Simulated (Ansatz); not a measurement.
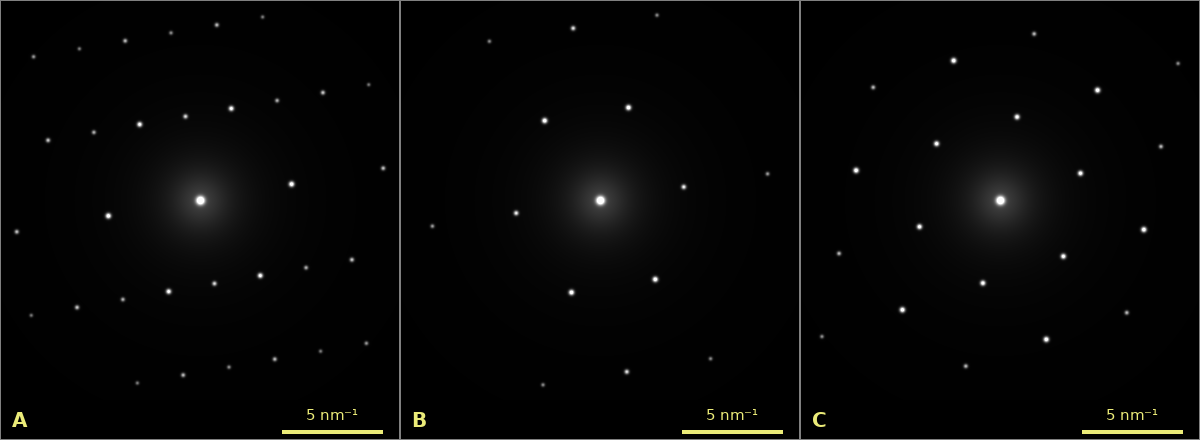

Computed electron diffraction patterns, 300 kV, single scattering only, B = 0.5 Å².

All three come from Ru, space group P6_3/mmc (No. 194), a = 2.72 Å, c = 4.30 Å (hexagonal axes). Structure: the geometry relaxed at fixed volume with DFT PBE, spin-orbit coupling, plane waves, PAW (Ansatz 0.2.0).

```
atom  site  symmetry       x       y       z
  Ru    2d      -6m2  0.3333  0.6667  0.7500
```

### Assign the zone axes [001], [100], [101] to A, B and C.

A is [100]: rectangular net of 0 0 1 (itself extinct) at d = 4.30 Å and 0 1 0 at d = 2.36 Å, at 90.0°. B is [101]: centred rectangular net of 0 1 0 at d = 2.36 Å and 1 0 -1 at d = 2.07 Å, at 64.0°. C is [001]: hexagonal net of 1 -1 0 at d = 2.36 Å and 1 0 0 at d = 2.36 Å, at 60.0°.
